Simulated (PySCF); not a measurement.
**One shape, several levels: ZrCl3F (ZrFCl3)**

Wanted: a comparison of 6 runs (HF/def2-SVP, HF/def2-TZVP, B2PLYP/3-21G, B3LYP/def2-SVP, PBE0/def2-SVP, M06-2X/def2-TZVP) of ZrCl3F (ZrFCl3). Input form: a Python script.

The results are computed with PySCF 2.14.0.

## 1. The system as given

ZrCl3F: 5 atoms, total charge 0, spin state singlet. As SMILES, `[F][Zr]([Cl])([Cl])[Cl]`. Geometry: a GFN2-xTB relaxation, a rough one for these elements and not checked as a minimum.

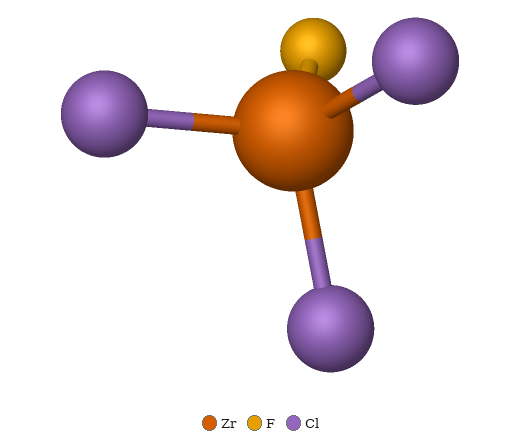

Viewed from a chosen angle; zirconium orange, fluorine amber, chlorine purple.

## 2. Energy and gradient at HF/def2-SVP (core potential) (run 1)

The input, job.py:

```python
from pyscf import gto, scf

molecule = gto.M(
    atom='''
Zr     0.001644    -0.001946     0.275125
F      0.023055    -0.028799     3.739277
Cl     3.923260     0.020938    -1.362776
Cl    -1.982436     3.409652    -1.300150
Cl    -1.965523    -3.399825    -1.351475
''',
    ecp={'Zr': 'def2-svp'},
    verbose=4,
    spin=0,
    max_memory=1860,
    unit='bohr',
    basis='def2-svp',
)

calc0 = scf.RHF(molecule)
calc0.conv_tol = 1e-10
calc0.kernel()
if not calc0.converged:
    calc0 = calc0.newton().run(calc0.mo_coeff, calc0.mo_occ)

etot = calc0.e_tot
print('E = %.10f Eh' % etot)
grad = calc0.nuc_grad_method().kernel()
dip = calc0.dip_moment()
pop, q = calc0.mulliken_pop()
```

On the command line:

```sh
OMP_NUM_THREADS=1 python job.py
```

What it wrote:

```text
PySCF version 2.14.0

[... 61 lines left out ...]
converged SCF energy = -1524.27478206759
[... 12 lines left out ...]
Dipole moment(X, Y, Z, Debye):  0.00173, -0.00170,  0.46733
[... 105 lines left out ...]
charge of    4Cl =     -0.30662
```

Wall time 11 s (1 thread of Arm Neoverse V1, shared host); peak memory 0.21 GiB.

## 3. Energy and forces at HF/def2-TZVP (core potential) (run 2)

The input, input.py:

```python
from pyscf import gto

mol = gto.M(
    atom='''
Zr       0.000870      -0.001030       0.145590
F        0.012200      -0.015240       1.978740
Cl       2.076100       0.011080      -0.721150
Cl      -1.049060       1.804310      -0.688010
Cl      -1.040110      -1.799110      -0.715170
''',
    spin=0,
    verbose=4,
    ecp={'Zr': 'def2-svp'},
    basis='def2-tzvp',
    max_memory=1860,
)

calc0 = mol.RHF()
calc0.conv_tol = 1e-10
calc0.kernel()
if not calc0.converged:
    calc0 = calc0.newton().run(calc0.mo_coeff, calc0.mo_occ)

energy = calc0.e_tot
print('E(%s) = %.9f' % ('HF', energy))
grad = calc0.nuc_grad_method().kernel()
calc0.analyze()
```

On the command line:

```sh
OMP_NUM_THREADS=1 python input.py
```

What it wrote:

```text
PySCF version 2.14.0

[... 104 lines left out ...]
MO #22  energy= -1.10134705858965  occ= 2
[... 31 lines left out ...]
MO #54  energy= 0.330009359777156  occ= 0
[... 31 lines left out ...]
MO #86  energy= 1.11499234382405   occ= 0
[... 31 lines left out ...]
MO #118 energy= 2.2676270443105    occ= 0
[... 31 lines left out ...]
MO #150 energy= 3.37008350452236   occ= 0
[... 31 lines left out ...]
MO #182 energy= 72.6735502687625   occ= 0
[... 190 lines left out ...]
Dipole moment(X, Y, Z, Debye):  0.00119, -0.00107,  0.39016
```

It took 58 s on 1 thread of Arm Neoverse V1, shared host; peak memory 1.2 GiB.

Run 3 isn't shown in full; the table further down has it.

## 4. Energy and gradient at B3LYP/def2-SVP (core potential) (run 4)

The input, calc.py:

```python
# ZrFCl3
from pyscf import gto, dft

mol = gto.M(
    atom='''
Zr     0.001644    -0.001946     0.275125
F      0.023055    -0.028799     3.739277
Cl     3.923260     0.020938    -1.362776
Cl    -1.982436     3.409652    -1.300150
Cl    -1.965523    -3.399825    -1.351475
''',
    max_memory=1860,
    ecp={'Zr': 'def2-svp'},
    unit='bohr',
    basis='def2-svp',
    charge=0,
    verbose=4,
    spin=0,
)

mf = dft.RKS(mol, xc='b3lyp')
mf.conv_tol = 1e-10
mf.grids.level = 5
mf.kernel()
if not mf.converged:
    mf = mf.newton().run(mf.mo_coeff, mf.mo_occ)

e_tot = mf.e_tot
print('E(%s) = %.9f' % ('B3LYP', e_tot))
grad = mf.nuc_grad_method().kernel()
mf.analyze()
```

On the command line:

```sh
OMP_NUM_THREADS=1 python calc.py
```

What it wrote:

```text
PySCF version 2.14.0

[... 106 lines left out ...]
MO #9   energy= -7.23693498126127  occ= 2
[... 17 lines left out ...]
MO #27  energy= -0.467655810237735 occ= 2
[... 17 lines left out ...]
MO #45  energy= 0.0355857448371862 occ= 0
[... 17 lines left out ...]
MO #63  energy= 0.665704235560133  occ= 0
[... 17 lines left out ...]
MO #81  energy= 1.11464214087749   occ= 0
[... 17 lines left out ...]
MO #99  energy= 32.7462414292439   occ= 0
[... 107 lines left out ...]
Dipole moment(X, Y, Z, Debye):  0.00108, -0.00103,  0.34135
```

It took 35 s on 1 thread of Arm Neoverse V1, shared host; peak memory 0.97 GiB.

Run 5 isn't shown in full; the table further down has it.

## 5. Energy and forces at M06-2X/def2-TZVP (core potential) (run 6)

The input, run.py:

```python
import pyscf.grad
from pyscf import gto, dft

molecule = gto.Mole()
molecule.atom = '''
Zr       0.000870      -0.001030       0.145590
F        0.012200      -0.015240       1.978740
Cl       2.076100       0.011080      -0.721150
Cl      -1.049060       1.804310      -0.688010
Cl      -1.040110      -1.799110      -0.715170
'''
molecule.charge = 0
molecule.max_memory = 1860
molecule.basis = 'def2-tzvp'
molecule.ecp = {'Zr': 'def2-svp'}
molecule.verbose = 4
molecule.build()

ks = dft.RKS(molecule, xc='m06-2x')
ks.conv_tol = 1e-10
ks.grids.level = 5
ks.kernel()
if not ks.converged:
    ks = ks.newton().run(ks.mo_coeff, ks.mo_occ)

e_final = ks.e_tot
print('E(%s) = %.9f' % ('M06-2X', e_final))
grad = ks.Gradients().kernel()
dip = ks.dip_moment()
pop, q = ks.mulliken_pop()
```

On the command line:

```sh
OMP_NUM_THREADS=1 python run.py
```

What it wrote:

```text
PySCF version 2.14.0

[... 76 lines left out ...]
converged SCF energy = -1527.73002785707
[... 13 lines left out ...]
Dipole moment(X, Y, Z, Debye):  0.00051, -0.00028,  0.26250
[... 188 lines left out ...]
charge of    4Cl =     -0.31625
```

Wall time 3.2 min (1 thread of Arm Neoverse V1, shared host); peak memory 2.5 GiB.

## 6. The series

| run | level | task | core potential | energy (Eh) | dipole moment (D) | HOMO energy (eV) | LUMO energy (eV) | wall time |
| --- | --- | --- | --- | --- | --- | --- | --- | --- |
| 1 | HF/def2-SVP (core potential) | gradient | def2-svp | -1524.274782 | 0.47 | -12.92 | 1.59 | 11 s |
| 2 | HF/def2-TZVP (core potential) | gradient | def2-svp | -1524.878794 | 0.39 | -12.89 | 1.51 | 58 s |
| 3 | B2PLYP/3-21G | energy | – | -4996.615912 | 1.32 | -11.05 | -1.89 | 19 s |
| 4 | B3LYP/def2-SVP (core potential) | gradient | def2-svp | -1527.359573 | 0.34 | -9.26 | -2.01 | 35 s |
| 5 | PBE0/def2-SVP (core potential) | gradient | def2-svp | -1526.746143 | 0.41 | -9.64 | -1.90 | 35 s |
| 6 | M06-2X/def2-TZVP (core potential) | gradient | def2-svp | -1527.730028 | 0.26 | -10.98 | -1.15 | 3.2 min |

## 7. Summary of results

| quantity | value |
| --- | --- |
| run 6: total energy | -1527.73003 Eh |
| run 6: dipole moment | 0.26 D |
| run 6: HOMO energy | -10.98 eV |
| run 6: LUMO energy | -1.15 eV |
| run 6: HOMO–LUMO gap | 9.83 eV |
| run 6: largest force on an atom | 1.928 eV/Å |

The dipole moment (its size) runs from 0.26 D (M06-2X/def2-TZVP) to 1.32 D (B2PLYP/3-21G). The two ends differ in method and basis and core potential. A double hybrid's value is that of its SCF part. The HOMO–LUMO gap runs from 7.25 eV (B3LYP/def2-SVP) to 14.51 eV (HF/def2-SVP). Exact exchange widens orbital gaps. Totals of different functionals can't be ranked against each other. Some runs of one species differ in core potentials or relativity; totals across that change don't compare. In run 3 relativity is left out where basis or elements ask for it. All runs together took 5.8 min, the longest 3.2 min.
